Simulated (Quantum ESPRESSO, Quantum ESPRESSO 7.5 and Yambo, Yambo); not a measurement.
# MgO (Fm-3m): G0W0 with Yambo, start to end

Wanted: ground state, empty states, screening and self-energy for MgO (Fm-3m).

Main program and level: Quantum ESPRESSO 7.5 and Yambo 5.3.0; PBE and many-body steps on it, plane waves.

**Experimental background.**

- Gap 7.83 eV: literature experimental gap; bulk crystal (quoted in “Electronic structure of alkaline earth and post-transition metal oxides”, 2009, arxiv:0908.1581).

### 1. Starting point

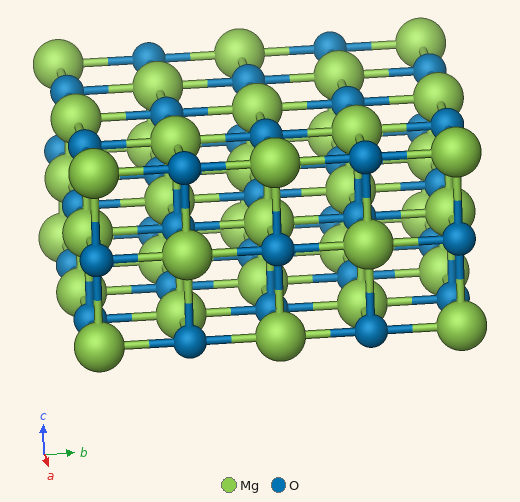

Start, viewed slightly off an axis; magnesium green, oxygen blue. 2×2×1 cells are drawn. This picture shows the conventional cell, with its axes. Some periodic images of atoms are drawn too.

Structure file:

```cif
data_structure
_symmetry_space_group_name_H-M 'P 1'
_symmetry_Int_Tables_number 1
_cell_length_a 2.9656
_cell_length_b 2.9656
_cell_length_c 2.9656
_cell_angle_alpha 60.000
_cell_angle_beta 60.000
_cell_angle_gamma 60.000
_cell_volume 18.44
loop_
_atom_site_label
_atom_site_type_symbol
_atom_site_fract_x
_atom_site_fract_y
_atom_site_fract_z
_atom_site_occupancy
Mg1 Mg 0.00000 0.00000 0.00000 1
O2 O 0.50000 0.50000 0.50000 1
```

The cell and positions are those that the Materials Project relaxed with its own functionals (PBE, PBE+U or r2SCAN), kept fixed.

### 2. Ground state

This step: Quantum ESPRESSO 7.5; DFT, PBE, plane waves, norm-conserving pseudopotentials.

The ground-state density comes first.

The input, pw.in:

```
&control
  calculation = 'scf'
  prefix = 'x'
  outdir = 'o'
  pseudo_dir = 'pseudo'
/
&system
  ibrav = 0
  nat = 2
  ntyp = 2
  ecutwfc = 76.0
  nbnd = 13
  force_symmorphic = .true.
/
&electrons
  conv_thr = 1e-10
  electron_maxstep = 80
  mixing_beta = 0.5
/
ATOMIC_SPECIES
  Mg 24.305 Mg.upf
  O 15.999 O.upf
CELL_PARAMETERS angstrom
  -0.0000000000 2.0970013927 2.0970013927
  2.0970013927 -0.0000000000 2.0970013927
  2.0970013927 2.0970013927 -0.0000000000
ATOMIC_POSITIONS crystal
  Mg 0.0000000000 0.0000000000 0.0000000000
  O 0.5000000000 0.5000000000 0.5000000000
K_POINTS automatic
  8 8 8 0 0 0
```

Command:

```bash
OMP_NUM_THREADS=1 mpirun -n 4 pw.x -nk 4 -in pw.in > pw.out
```

The log of the run:

```text
Program PWSCF v.7.5 starts

     This program is part of the open-source Quantum ESPRESSO suite
     for quantum simulation of materials; please cite
         "P. Giannozzi et al., J. Phys.:Condens. Matter 21 395502 (2009);
         "P. Giannozzi et al., J. Phys.:Condens. Matter 29 465901 (2017);
         "P. Giannozzi et al., J. Chem. Phys. 152 154105 (2020);
     in publications or presentations arising from this work. More details at
     Message from routine setup:
     using ibrav=0 with symmetry is DISCOURAGED, use correct ibrav instead

     G-vector sticks info

     bravais-lattice index     =            0
     lattice parameter (alat)  =       5.6042  a.u.
     unit-cell volume          =     124.4580 (a.u.)^3
     number of atoms/cell      =            2
     number of atomic types    =            2
     number of electrons       =        16.00
     number of Kohn-Sham states=           13
     kinetic-energy cutoff     =      76.0000  Ry
     charge density cutoff     =     304.0000  Ry
     scf convergence threshold =      1.0E-10
     mixing beta               =       0.5000
     number of iterations used =            8  plain     mixing
     Exchange-correlation= PBE
                           (   1   4   3   4   0   0   0)

     celldm(1)=   5.604187  celldm(2)=   0.000000  celldm(3)=   0.000000
     celldm(4)=   0.000000  celldm(5)=   0.000000  celldm(6)=   0.000000

     crystal axes: (cart. coord. in units of alat)
               a(1) = (  -0.000000   0.707107   0.707107 )
               a(2) = (   0.707107  -0.000000   0.707107 )
               a(3) = (   0.707107   0.707107  -0.000000 )

     reciprocal axes: (cart. coord. in units 2 pi/alat)
               b(1) = ( -0.707107  0.707107  0.707107 )
               b(2) = (  0.707107 -0.707107  0.707107 )
               b(3) = (  0.707107  0.707107 -0.707107 )
     Pseudo is Norm-conserving, Zval = 10.0
     Generated using ONCVPSP code by D. R. Hamann
     Using radial grid of 1510 points,  4 beta functions with:
     Pseudo is Norm-conserving + core correction, Zval =  6.0
     Generated using ONCVPSP code by D. R. Hamann
     Using radial grid of  936 points,  5 beta functions with:
     Mg               10.00    24.30500     Mg( 1.00)
     O                 6.00    15.99900     O ( 1.00)

     48 Sym. Ops., with inversion, found

   Cartesian axes

     site n.     atom                  positions (alat units)
         1        Mg     tau(   1) = (   0.0000000   0.0000000   0.0000000  )
         2        O      tau(   2) = (   0.7071068   0.7071068   0.7071068  )

     number of k points=    29
                       cart. coord. in units 2pi/alat
        k(    1) = (   0.0000000   0.0000000   0.0000000), wk =   0.0039062
        k(    2) = (   0.0883883   0.0883883  -0.0883883), wk =   0.0312500
        k(    3) = (   0.1767767   0.1767767  -0.1767767), wk =   0.0312500
        k(    4) = (   0.2651650   0.2651650  -0.2651650), wk =   0.0312500
        k(    5) = (  -0.3535534  -0.3535534   0.3535534), wk =   0.0156250
        k(    6) = (   0.1767767   0.0000000   0.0000000), wk =   0.0234375
        k(    7) = (   0.2651650   0.0883883  -0.0883883), wk =   0.0937500
        k(    8) = (   0.3535534   0.1767767  -0.1767767), wk =   0.0937500
        k(    9) = (  -0.2651650  -0.4419417   0.4419417), wk =   0.0937500
        k(   10) = (  -0.1767767  -0.3535534   0.3535534), wk =   0.0937500
     [... 17 further rows ...]
        k(   28) = (  -0.7071068   0.1767767  -0.0000000), wk =   0.0468750
        k(   29) = (  -0.7071068   0.3535534   0.0000000), wk =   0.0234375

     Dense  grid:    11113 G-vectors     FFT dimensions: (  32,  32,  32)

     Initial potential from superposition of free atoms

     starting charge      15.9992, renormalised to      16.0000
     Starting wfcs are    9 randomized atomic wfcs +    4 random wfcs

     per-process dynamical memory:    13.8 Mb

     Self-consistent Calculation

     iteration #  1     ecut=    76.00 Ry     beta= 0.50

     total energy              =    -151.98565451 Ry
     estimated scf accuracy    <       0.38484898 Ry

     iteration #  2     ecut=    76.00 Ry     beta= 0.50

     total energy              =    -152.09104709 Ry
     estimated scf accuracy    <       0.05835942 Ry

     iteration #  3     ecut=    76.00 Ry     beta= 0.50

     total energy              =    -152.10062289 Ry
     estimated scf accuracy    <       0.00317989 Ry

     iteration #  4     ecut=    76.00 Ry     beta= 0.50

     total energy              =    -152.10079175 Ry
     estimated scf accuracy    <       0.00008100 Ry

     iteration #  5     ecut=    76.00 Ry     beta= 0.50

     total energy              =    -152.10080590 Ry
     estimated scf accuracy    <       0.00000244 Ry

     iteration #  6     ecut=    76.00 Ry     beta= 0.50

     total energy              =    -152.10080622 Ry
     estimated scf accuracy    <       0.00000032 Ry

     iteration #  7     ecut=    76.00 Ry     beta= 0.50

     total energy              =    -152.10080622 Ry
     estimated scf accuracy    <       0.00000004 Ry

     iteration #  8     ecut=    76.00 Ry     beta= 0.50

     total energy              =    -152.10080623 Ry
     estimated scf accuracy    <          2.6E-09 Ry

     iteration #  9     ecut=    76.00 Ry     beta= 0.50

     End of self-consistent calculation

          k = 0.0000 0.0000 0.0000 (  1411 PWs)   bands (ev):

   -64.1039 -30.8548 -30.8548 -30.8548  -9.0394   8.2133   8.2133   8.2133
    13.1081  24.2494  24.2494  24.2494  28.0511

          k = 0.0884 0.0884-0.0884 (  1405 PWs)   bands (ev):

   -64.1025 -30.8681 -30.8561 -30.8561  -8.8674   7.2649   8.1108   8.1108
    14.0128  22.5118  24.6067  24.6067  29.0607

          k = 0.1768 0.1768-0.1768 (  1390 PWs)   bands (ev):

   -64.0993 -30.8995 -30.8593 -30.8593  -8.4208   5.5520   7.8738   7.8738
    15.4521  20.9345  25.0825  25.0825  28.6544

          k = 0.2652 0.2652-0.2652 (  1410 PWs)   bands (ev):

     [... further k-points ...]

     highest occupied, lowest unoccupied level (ev):     8.2133   13.1081

!    total energy              =    -152.10080623 Ry
     estimated scf accuracy    <          3.6E-11 Ry

     The total energy is the sum of the following terms:
     one-electron contribution =     -73.72474351 Ry
     hartree contribution      =      41.30826807 Ry
     xc contribution           =     -24.50956510 Ry
     ewald contribution        =     -95.17476569 Ry

     convergence has been achieved in   9 iterations

     XML data file, charge density, pseudopotentials, collected wavefunctions

=------------------------------------------------------------------------------=
   JOB DONE.
=------------------------------------------------------------------------------=
```

Elapsed: 2.1 s, on 4 MPI ranks of Arm Neoverse V1, shared host; peak memory 0.23 GiB; 8.2 s of CPU time.

Numbers from this step:

```
total energy               : -2069.4369 eV
gap                        : 4.895 eV
k of the valence top       : 0, 0, 0
k of the conduction bottom : 0, 0, 0
least direct gap           : 4.895 eV
```

The gap is direct, at Γ.

### 3. Bands along the symmetry lines

The cheap functional maps the bands first; the places of the edges decide which points the dearer methods must see.

The input, pw.in:

```
&control
  calculation = 'bands'
  prefix = 'x'
  outdir = 'o'
  pseudo_dir = 'pseudo'
/
&system
  ibrav = 0
  nat = 2
  ntyp = 2
  ecutwfc = 76.0
  nbnd = 14
  force_symmorphic = .true.
/
&electrons
  conv_thr = 1e-9
  electron_maxstep = 80
  diago_full_acc = .true.
  diago_thr_init = 5e-6
/
ATOMIC_SPECIES
  Mg 24.305 Mg.upf
  O 15.999 O.upf
CELL_PARAMETERS angstrom
  -0.0000000000 2.0970013927 2.0970013927
  2.0970013927 -0.0000000000 2.0970013927
  2.0970013927 2.0970013927 -0.0000000000
ATOMIC_POSITIONS crystal
  Mg 0.0000000000 0.0000000000 0.0000000000
  O 0.5000000000 0.5000000000 0.5000000000
K_POINTS crystal
  50
  0.00000000 0.00000000 0.00000000 1
  0.06250000 0.00000000 0.06250000 1
  0.12500000 0.00000000 0.12500000 1
  0.18750000 0.00000000 0.18750000 1
  0.25000000 0.00000000 0.25000000 1
  0.31250000 0.00000000 0.31250000 1
  0.37500000 0.00000000 0.37500000 1
  0.43750000 0.00000000 0.43750000 1
  0.50000000 0.00000000 0.50000000 1
  0.51562500 0.03125000 0.51562500 1
  0.53125000 0.06250000 0.53125000 1
  0.54687500 0.09375000 0.54687500 1
  0.56250000 0.12500000 0.56250000 1
  0.57812500 0.15625000 0.57812500 1
  0.59375000 0.18750000 0.59375000 1
  0.60937500 0.21875000 0.60937500 1
  0.62500000 0.25000000 0.62500000 1
  0.37500000 0.37500000 0.75000000 1
  0.32812500 0.32812500 0.65625000 1
  0.28125000 0.28125000 0.56250000 1
  0.23437500 0.23437500 0.46875000 1
  0.18750000 0.18750000 0.37500000 1
  0.14062500 0.14062500 0.28125000 1
  0.09375000 0.09375000 0.18750000 1
  0.04687500 0.04687500 0.09375000 1
  0.00000000 0.00000000 0.00000000 1
  0.06250000 0.06250000 0.06250000 1
  0.12500000 0.12500000 0.12500000 1
  0.18750000 0.18750000 0.18750000 1
  0.25000000 0.25000000 0.25000000 1
  0.31250000 0.31250000 0.31250000 1
  0.37500000 0.37500000 0.37500000 1
  0.43750000 0.43750000 0.43750000 1
  0.50000000 0.50000000 0.50000000 1
  0.50000000 0.46875000 0.53125000 1
  0.50000000 0.43750000 0.56250000 1
  0.50000000 0.40625000 0.59375000 1
  0.50000000 0.37500000 0.62500000 1
  0.50000000 0.34375000 0.65625000 1
  0.50000000 0.31250000 0.68750000 1
  0.50000000 0.28125000 0.71875000 1
  0.50000000 0.25000000 0.75000000 1
  0.50000000 0.21875000 0.71875000 1
  0.50000000 0.18750000 0.68750000 1
  0.50000000 0.15625000 0.65625000 1
  0.50000000 0.12500000 0.62500000 1
  0.50000000 0.09375000 0.59375000 1
  0.50000000 0.06250000 0.56250000 1
  0.50000000 0.03125000 0.53125000 1
  0.50000000 0.00000000 0.50000000 1
```

The log of the run:

```text
[banner, memory and clock lines left out]
Program PWSCF v.7.5 starts

     Atomic positions and unit cell read from directory:
     o/x.save/

     Message from routine setup:
     using ibrav=0 with symmetry is DISCOURAGED, use correct ibrav instead

     G-vector sticks info

     bravais-lattice index     =            0
     lattice parameter (alat)  =       5.6042  a.u.
     unit-cell volume          =     124.4580 (a.u.)^3
     number of atoms/cell      =            2
     number of atomic types    =            2
     number of electrons       =        16.00
     number of Kohn-Sham states=           14
     kinetic-energy cutoff     =      76.0000  Ry
     charge density cutoff     =     304.0000  Ry
     Exchange-correlation= PBE
                           (   1   4   3   4   0   0   0)

     celldm(1)=   5.604187  celldm(2)=   0.000000  celldm(3)=   0.000000
     celldm(4)=   0.000000  celldm(5)=   0.000000  celldm(6)=   0.000000

     crystal axes: (cart. coord. in units of alat)
               a(1) = (  -0.000000   0.707107   0.707107 )
               a(2) = (   0.707107  -0.000000   0.707107 )
               a(3) = (   0.707107   0.707107  -0.000000 )

     reciprocal axes: (cart. coord. in units 2 pi/alat)
               b(1) = ( -0.707107  0.707107  0.707107 )
               b(2) = (  0.707107 -0.707107  0.707107 )
               b(3) = (  0.707107  0.707107 -0.707107 )
     Pseudo is Norm-conserving, Zval = 10.0
     Generated using ONCVPSP code by D. R. Hamann
     Using radial grid of 1510 points,  4 beta functions with:
     Pseudo is Norm-conserving + core correction, Zval =  6.0
     Generated using ONCVPSP code by D. R. Hamann
     Using radial grid of  936 points,  5 beta functions with:
     Mg               10.00    24.30500     Mg( 1.00)
     O                 6.00    15.99900     O ( 1.00)

     48 Sym. Ops., with inversion, found

   Cartesian axes

     site n.     atom                  positions (alat units)
         1        Mg     tau(   1) = (   0.0000000   0.0000000   0.0000000  )
         2        O      tau(   2) = (   0.7071068   0.7071068   0.7071068  )

     number of k points=    50
                       cart. coord. in units 2pi/alat
        k(    1) = (   0.0000000   0.0000000   0.0000000), wk =   0.0400000
        k(    2) = (   0.0000000   0.0883883   0.0000000), wk =   0.0400000
        k(    3) = (   0.0000000   0.1767767   0.0000000), wk =   0.0400000
[...]
[... 38 further rows ...]
        k(   49) = (   0.0441942   0.7071068   0.0000000), wk =   0.0400000
        k(   50) = (   0.0000000   0.7071068   0.0000000), wk =   0.0400000

     Dense  grid:    11113 G-vectors     FFT dimensions: (  32,  32,  32)

     The potential is recalculated from file :
     o/x.save/charge-density

     Starting wfcs are    9 randomized atomic wfcs +    5 random wfcs

     Band Structure Calculation

     End of band structure calculation

          k = 0.0000 0.0000 0.0000 (  1411 PWs)   bands (ev):

   -64.1039 -30.8549 -30.8549 -30.8549  -9.0394   8.2133   8.2133   8.2133
    13.1082  24.2494  24.2494  24.2494  28.0511  30.0888

          k = 0.0000 0.0884 0.0000 (  1399 PWs)   bands (ev):

   -64.1035 -30.8580 -30.8558 -30.8558  -8.9808   7.9049   8.1517   8.1517
    13.4594  23.4237  24.3842  24.3842  29.0710  29.1425

          k = 0.0000 0.1768 0.0000 (  1399 PWs)   bands (ev):

   -64.1021 -30.8672 -30.8591 -30.8591  -8.8133   7.1868   7.9813   7.9813
    14.3084  22.0059  24.7577  24.7577  27.3189  30.5759

          k =-0.0000 0.2652 0.0000 (  1383 PWs)   bands (ev):

[...]
k = 0.0000 0.4419-0.0000 (  1383 PWs)   bands (ev):

[...]
k =-0.0000 0.5303 0.0000 (  1379 PWs)   bands (ev):

[...]
k = 0.0000 0.6187-0.0000 (  1383 PWs)   bands (ev):

[...]
k = 0.4640 0.4640-0.0000 (  1384 PWs)   bands (ev):

[...]
k = 0.3315 0.3315-0.0000 (  1388 PWs)   bands (ev):

[...]
k = 0.3094 0.7071-0.0000 (  1402 PWs)   bands (ev):

[...]
k = 0.2210 0.7071-0.0000 (  1398 PWs)   bands (ev):

[...]
k = 0.1768 0.7071-0.0000 (  1390 PWs)   bands (ev):

[...]
k = 0.0442 0.7071 0.0000 (  1380 PWs)   bands (ev):

   -64.0917 -30.9300 -30.8848 -30.8845  -7.4587   4.1431   6.8236   6.8457
    17.5205  18.4285  21.4225  27.2705  27.4429  34.1183

          k = 0.0000 0.7071 0.0000 (  1362 PWs)   bands (ev):

   -64.0917 -30.9301 -30.8842 -30.8842  -7.4612   4.1242   6.8628   6.8628
    17.4582  18.3678  21.4446  27.4034  27.4034  34.0357

     XML data file, pseudopotentials, collected wavefunctions
```

Elapsed: 1.4 s, on 4 MPI ranks; peak memory 0.05 GiB; 5.3 s of CPU time.

This step gave:

- gap: 4.895 eV
- k of the valence top: 0, 0, 0
- k of the conduction bottom: 0, 0, 0
- least direct gap: 4.895 eV

The gap is 4.895 eV, as in the run before at this level.

Electronic bands along the path, in eV, zero at the top of the highest filled band; v1 is the highest filled band, c1 the lowest empty one:

| point | v4 | v3 | v2 | v1 | c1 | c2 | c3 | c4 |
| --- | --- | --- | --- | --- | --- | --- | --- | --- |
| Γ | -17.25 | 0.00 | 0.00 | 0.00 | 4.89 | 16.04 | 16.04 | 16.04 |
| X | -15.67 | -4.09 | -1.35 | -1.35 | 9.24 | 10.15 | 13.23 | 19.19 |
| U | -15.65 | -3.50 | -2.72 | -1.14 | 10.22 | 11.95 | 12.66 | 18.34 |
| jump to K | -15.65 | -3.50 | -2.72 | -1.14 | 10.22 | 11.95 | 12.66 | 18.34 |
| Γ | -17.25 | 0.00 | 0.00 | 0.00 | 4.89 | 16.04 | 16.04 | 16.04 |
| L | -15.90 | -4.64 | -0.65 | -0.65 | 8.02 | 12.76 | 16.49 | 16.49 |
| W | -15.61 | -2.96 | -2.96 | -1.78 | 11.77 | 11.77 | 12.35 | 15.74 |
| X | -15.67 | -4.09 | -1.35 | -1.35 | 9.24 | 10.15 | 13.23 | 19.19 |

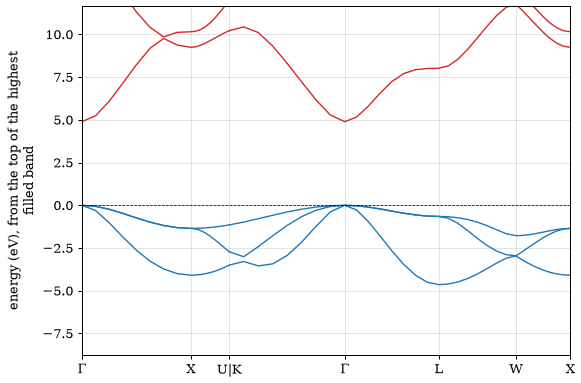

Electronic bands along the path; lines of filled and empty bands in two colours.

[end of part 1 of 3]

[Paths, hosts, dates, memory and timing lines, banners, echoed tables and standing remarks are left out of the program output.]

[Logs are printed without paths, hosts, clocks, repeated set-up lines and the standing remarks that a program may print on its own settings, such as how far it seeks lower states.]

[Runs of the session that timed out or met a known fault of the program may be left out.]

[Hosts, paths, dates, database ids (printed as entryN), source tags and the programs' standing remarks are cut or masked in the printed files.]
